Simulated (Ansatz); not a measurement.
# CH5FGe2 (SMILES [F][Ge][CH2][GeH3]): what the fields show

Input file:

```
basis:
  gaussian: {orbitals: def2-TZVPD}
crystal:
  periodic: [false, false, false]
  atoms:
    - {symbol: C, position_ang: [-0.021911, 2.098376, 1.671002]}
    - {symbol: F, position_ang: [0.957348, 2.410708, -0.881016]}
    - {symbol: Ge, position_ang: [0.523128, 1.011011, 0.112052]}
    - {symbol: Ge, position_ang: [1.545582, 3.114730, 2.296452]}
    - {symbol: H, position_ang: [-0.423357, 1.475300, 2.485178]}
    - {symbol: H, position_ang: [-0.784211, 2.835088, 1.365099]}
    - {symbol: H, position_ang: [2.837325, 2.342276, 1.941646]}
    - {symbol: H, position_ang: [1.501550, 3.276848, 3.827719]}
    - {symbol: H, position_ang: [1.596037, 4.488838, 1.616140]}
hamiltonian: {xc: pbe0}
output: {forces: true, orbitals: {seedname: orbitals}}
```

Run with:

```sh
ansatz run input.yaml --threads 2 --pin off --max-ram 4350MiB --events-out events.jsonl --progress --plain --runs-dir runs
```

Geometry: PBE0-D3(BJ)/def2-SVP.

Computed with Ansatz 0.2.0, isolated molecule in a Gaussian basis; Kohn-Sham density functional theory, functional PBE0.

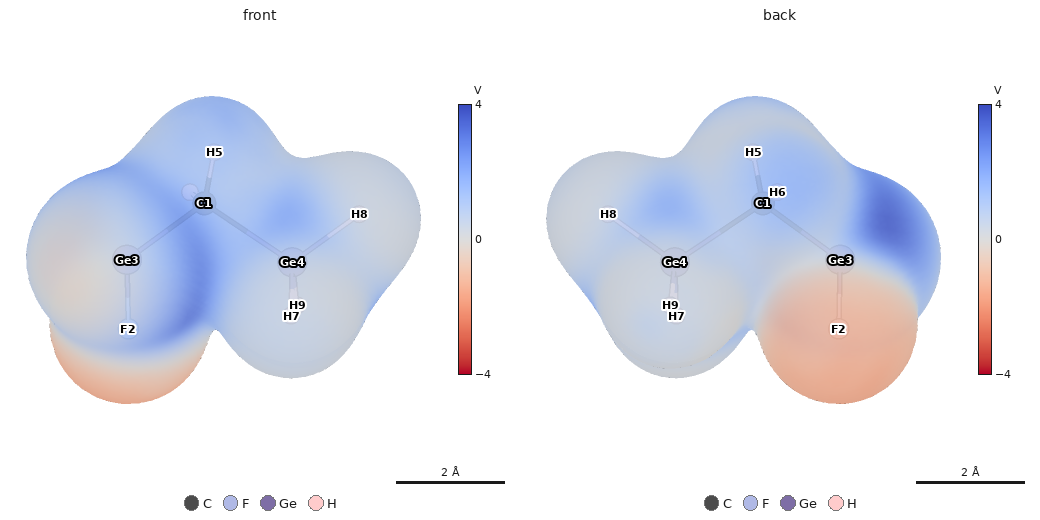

Figure 1. The molecular electrostatic potential painted on the density surface at 0.004 e/bohr³, seen from the front and from behind; the colour scale runs from red (negative) to blue (positive).

Where is the surface potential most negative and most positive?

Answer. The most negative region (about −1.5 V) lies over F2, the most positive (about +3.3 V) over Ge3.

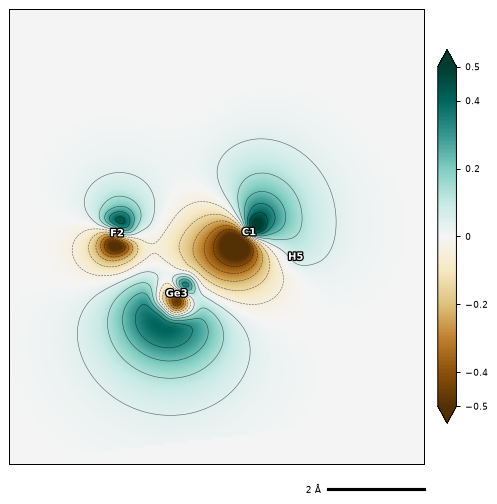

Figure 2. The HOMO on the plane of atoms Ge3, C1 and H5 (values in Å⁻³ᐟ²; the overall sign is arbitrary).

What is the character of this orbital?

Answer. It lies mainly on Ge3 (about 55 %), C1 (about 25 %) and F2 (about 5 %). Its energy is −6.94 eV.

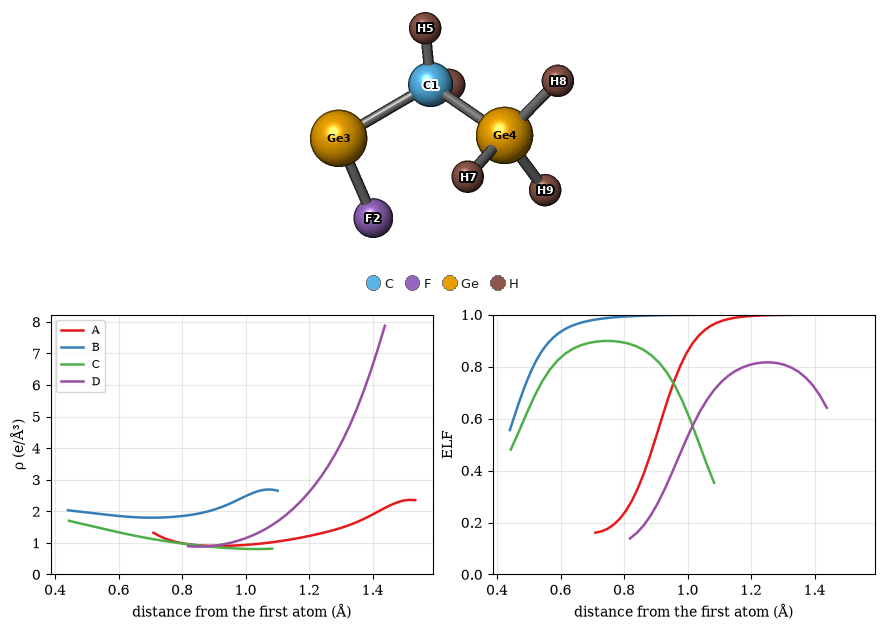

Figure 3. Total electron density and ELF along straight lines between neighbouring atoms. The curves leave out the atomic cores. The structure is drawn too.

Which curve belongs to which contact (C–Ge, C–H, Ge–F and Ge–H)? The first atom named is at distance zero.

Answer. Curve A: Ge–H (1.53 Å): ρ at the midpoint is about 1.1 e/Å³; the ELF climbs to about 1 towards the hydrogen. Curve B: C–H (1.10 Å): ρ is about 1.9 e/Å³ halfway; the ELF climbs to about 1 towards the hydrogen; a covalent bond by its length. Curve C: C–Ge (1.97 Å): the density is about 0.82 e/Å³ at the midpoint; the ELF peaks at about 0.90 in the valence shell of C, 0.7 Å from its nucleus, and is about 0.65 at the midpoint. Curve D: Ge–F (1.77 Å): ρ at the midpoint is about 0.9 e/Å³; the ELF peaks at about 0.80 in the valence shell of F, 0.5 Å from its nucleus, and is about 0.25 at the midpoint.
